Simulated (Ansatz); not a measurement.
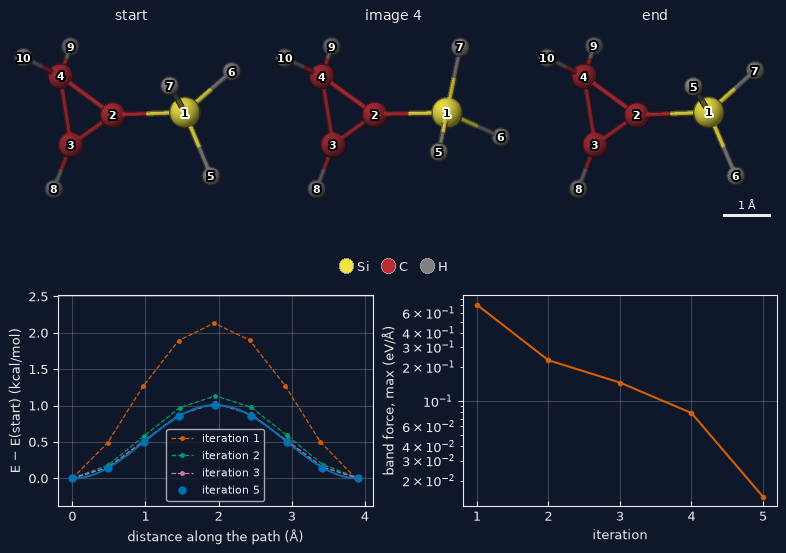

NEB run on C3H6Si. Images are numbered from 0 (start) to 8 (end). The plot follows the band through its iterations. Style: ball-and-stick. Shown at a tilt.

Theory: Ansatz 0.2.0, RKS BHLYP-D4/def2-SVP.

Input file:
```yaml
crystal:
  periodic: [false, false, false]
  atoms:
    - { symbol: Si, position_ang: [-0.994691, 0.978879, -0.927682] }
    - { symbol: C, position_ang: [0.018116, -0.231947, 0.022496] }
    - { symbol: C, position_ang: [0.347046, -1.439088, 0.352102] }
    - { symbol: C, position_ang: [1.134364, -0.394222, 1.039273] }
    - { symbol: H, position_ang: [-1.968769, 0.271323, -1.788994] }
    - { symbol: H, position_ang: [-1.719249, 1.862366, 0.014738] }
    - { symbol: H, position_ang: [-0.105441, 1.812287, -1.769339] }
    - { symbol: H, position_ang: [0.181873, -2.499219, 0.229698] }
    - { symbol: H, position_ang: [0.940326, -0.16267, 2.08962] }
    - { symbol: H, position_ang: [2.166434, -0.197719, 0.738089] }
basis:
  gaussian: { orbitals: def2-SVP }
hamiltonian:
  xc: { name: BHLYP }
  dispersion: d4
neb:
  order_check: false
  images: 7
  f_tol: 0.03
  max_iterations: 50
  initial_path: idpp
  spring: 0.1
  final_atoms:
    - { symbol: Si, position_ang: [-1.00783624, 0.98725954, -0.90385136] }
    - { symbol: C, position_ang: [-0.03969901, -0.1988667, 0.12121452] }
    - { symbol: C, position_ang: [0.06601058, -1.26186903, 0.85147278] }
    - { symbol: C, position_ang: [1.33475443, -0.52372749, 0.67806886] }
    - { symbol: H, position_ang: [-0.43718291, 1.03564658, -2.27004883] }
    - { symbol: H, position_ang: [-2.4270094, 0.57175607, -0.975848] }
    - { symbol: H, position_ang: [-0.91862003, 2.33947108, -0.30553903] }
    - { symbol: H, position_ang: [-0.4138357, -2.11914789, 1.30012519] }
    - { symbol: H, position_ang: [1.73643474, 0.07809194, 1.49739846] }
    - { symbol: H, position_ang: [2.10699252, -0.9086241, 0.00700841] }
```

Run as
```bash
ansatz run input.yaml --threads 1 --pin off --max-ram 2048MiB --backend cpu --events-out ev --progress --plain --runs-dir out
```

### How did the profile develop, and is the result final?

The run is converged, with reservations. The band converged in 5 iterations. The largest component of the band force went from 0.71 to 0.014 eV/Å. The climbing image converged on the top of the path. Its curvatures weren't checked. The spring constant is far from the usual few eV/Å², which spoils the spacing or the steps. The first iteration put the highest image at 2.13 kcal/mol. The two ends have the same energy, and the highest point, image 4, lies 1.01 kcal/mol above the start.

The run took 2.5 min on 1 thread of Arm Neoverse V1, with other jobs on the host, peak memory 0.17 GiB.
